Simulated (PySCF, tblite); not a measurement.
# C₆H₁₁ClSi₂: geometry, infrared bands and NMR shifts

Aim: predict the infrared bands and NMR shifts of C₆H₁₁ClSi₂ (`C=C[Si@@H](Cl)[SiH]1CC=CC1`).

Programs: tblite 0.8.0 and PySCF 2.14.0, with density-fitted response routines of our own. Each step states its level of theory. These are calculated values for one molecule in the gas phase, unless marked as measured. Atoms count from 0, in the outputs and in this text.

## 1. The starting structure

20 atoms, charge 0, multiplicity 1; geometry from: force field or distance geometry start.

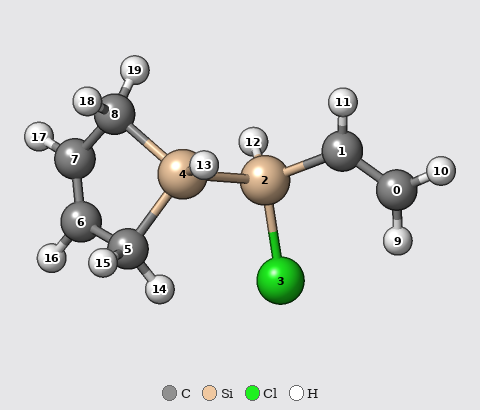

The starting geometry (carbon grey, silicon light orange, chlorine green, hydrogen white), atoms numbered.

## 2. Geometry optimisation with GFN2-xTB

What the job is given:

```
{"job": {"kind": "relax", "xc": "GFN2-xTB", "basis": "xTB"}, "charge": 0, "multiplicity": 1}
C      3.832700     0.356700    -0.504300
C      2.624200     0.853800    -0.820300
Si     1.129600    -0.224300    -0.951000
Cl     1.732500    -2.123800    -0.341600
Si    -0.386300     0.504800     0.481500
C     -1.234100    -0.982000     1.236200
C     -2.330700    -1.148600     0.270100
C     -2.673000    -0.166000    -0.461700
C     -1.971400     1.112500    -0.345200
H      3.989300    -0.704700    -0.311900
H      4.682400     1.027200    -0.431400
H      2.506400     1.891800    -0.983500
H      0.668300    -0.247200    -2.333100
H      0.123100     1.435200     1.475700
H     -0.504400    -1.807300     1.229900
H     -1.596600    -0.748200     2.269000
H     -2.843500    -2.151300     0.216400
H     -3.520100    -0.268300    -1.216600
H     -2.469100     1.785900     0.410400
H     -1.764600     1.614800    -1.301300
```

The run is started by

```sh
> OMP_NUM_THREADS=1 python probes_run.py task.json out
```

One launch serves the whole session: the jobs run in the order shown.

**Question.** This job is followed by: GFN2-xTB harmonic vibrations, gas phase; GIAO PBE0/pcSseg-1 NMR shielding, non-relativistic, gas phase. What will the session give for the following? strongest single infrared mode (GFN2-xTB); zero-point energy (GFN2-xTB); 13C shifts against TMS (PBE0/pcSseg-1); 1H shifts against TMS (PBE0/pcSseg-1); 29Si shifts against TMS (PBE0/pcSseg-1); 35Cl shifts against HCl (PBE0/pcSseg-1).

**Answer**, as computed:

| quantity | value |
| --- | --- |
| strongest single infrared mode (GFN2-xTB) | 592 cm⁻¹, 330 km/mol |
| zero-point energy (GFN2-xTB) | 91.9 kcal/mol |
| 13C shifts against TMS (PBE0/pcSseg-1) | 142.6, 140.6, 139.1, 138.0, 19.7, 19.6 ppm |
| 1H shifts against TMS (PBE0/pcSseg-1) | 6.58, 6.43, 6.36, 6.15, 6.08, 5.64, 4.34, 2.12, 2.03, 1.96, 1.81 ppm |
| 29Si shifts against TMS (PBE0/pcSseg-1) | -6.7, -35.8 ppm |
| 35Cl shifts against HCl (PBE0/pcSseg-1) | -83 ppm |

What this shows: Relaxing lowered the energy by 0.717 eV in 112 steps; the close pair that moved most is Si2–Si4, from 2.209 to 2.322 Å. No mode is imaginary among the 54: a minimum at this level. The strongest single mode, at 592 cm⁻¹, moves mainly H13. GFN2-xTB is a fitted tight-binding method: band positions and strengths are rough. Its intensities can rank the bands wrongly. C0 (terminal =CH2 carbon) lies farthest downfield among carbon, at 142.6 ppm; the olefinic region. At PBE0/pcSseg-1: Shielding is most anisotropic at C0 (span 257 ppm, paramagnetic term -206 ppm).
